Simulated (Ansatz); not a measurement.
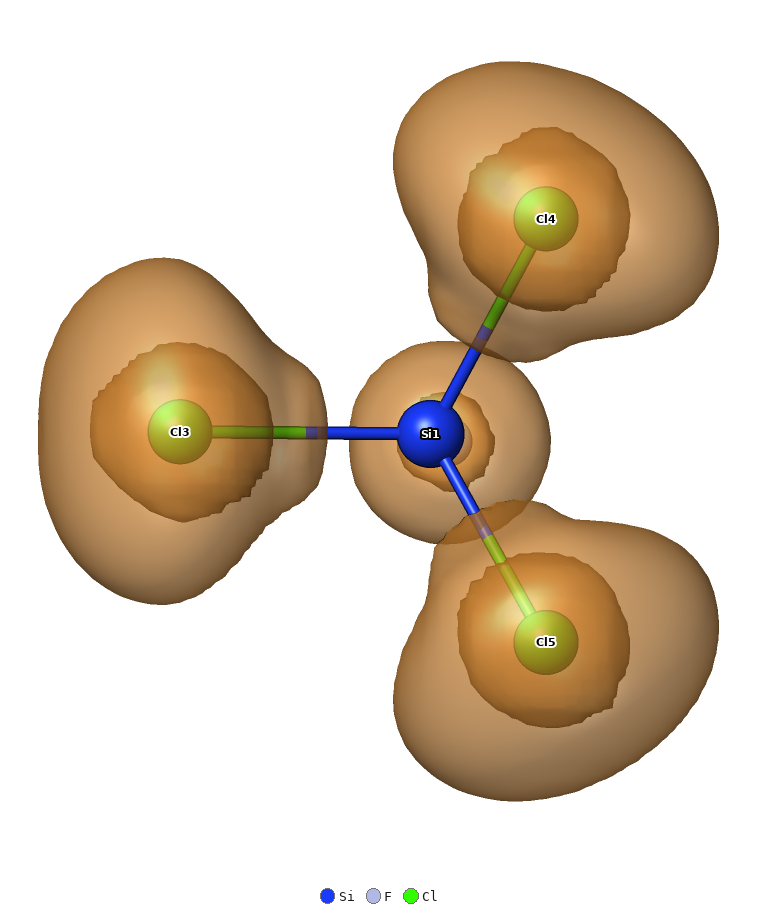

Cl₃FSi. Isosurface of the electron localisation function at 0.75 (orange), seen across its widest extent. Only the valence region is drawn (cores and ρ < 0.01 e/Å³ removed).

Computed with RKS r2SCAN/cc-pVDZ (Ansatz).

The calculation's input:

```
crystal:
  periodic: [false, false, false]
  atoms:
    - { symbol: Si, position_ang: [0.0, 0.0, 0.0] }
    - { symbol: F, position_ang: [0.0, 0.0, 1.59] }
    - { symbol: Cl, position_ang: [2.0086, 0.0, -0.7093] }
    - { symbol: Cl, position_ang: [-1.0032, 1.7381, -0.7093] }
    - { symbol: Cl, position_ang: [-1.0032, -1.7381, -0.7093] }
basis:
  gaussian: { orbitals: cc-pVDZ }
hamiltonian:
  xc: r2scan
relax:
  f_tol: 0.02
  max_steps: 40
output:
  orbitals: {}
```

Run with:

```sh
ansatz run input.yaml --threads 2 --pin off --max-ram 3072MiB --backend cpu --events-out ev --progress --plain --runs-dir out
```

The fields are those of the run's last geometry, not of the input's.

Where are the electrons localised?

The ELF exceeds this value in three regions on Cl in which the atom's valence shell and bonds are merged and one region wrapped around F (its lone pairs, merged into a ring or cap). Along the contacts the grid gives the following. Si–F (1.63 Å): the ELF peaks at about 0.80 in the valence shell of F, 0.5 Å from its nucleus, and is about 0.45 at the midpoint. Si–Cl (2.04 Å): the ELF peaks at about 0.85 between the atoms (a polar covalent bond).
